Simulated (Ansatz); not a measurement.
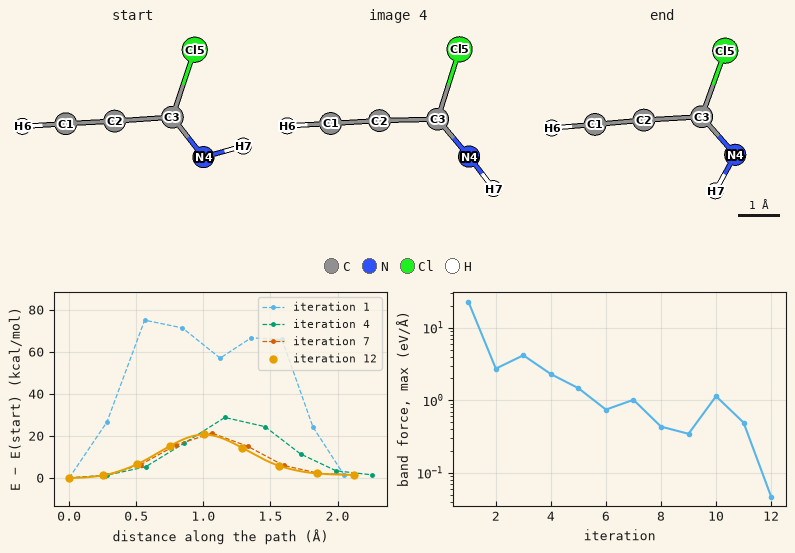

NEB run on C3H2ClN. Images are numbered from 0 (start) to 8 (end). The plot follows the band through its iterations. Style: ball-and-stick. Shown face on.

Method: RKS PBE0/def2-SVP in Ansatz 0.2.0. Set-up: 7 movable images; climbing image; force threshold 0.05 eV/Å; iteration limit 46; starting path through a guess of the saddle point.

> Judge this run.

The result is final at these settings. The band converged in 12 iterations. The largest component of the band force went from 23 to 0.047 eV/Å. The climbing image converged on the top of the path. Its vibrational analysis gives one imaginary mode (924i cm⁻¹), as a transition state must have. The first iteration put the highest image at 75.1 kcal/mol. Forward barrier 20.7 kcal/mol, backward barrier 19.2 kcal/mol, with image 4 at the top; the reaction energy is +1.5 kcal/mol.

The run took 3.9 min on 1 thread of Arm Neoverse V2, with other jobs on the host, peak memory 0.26 GiB.
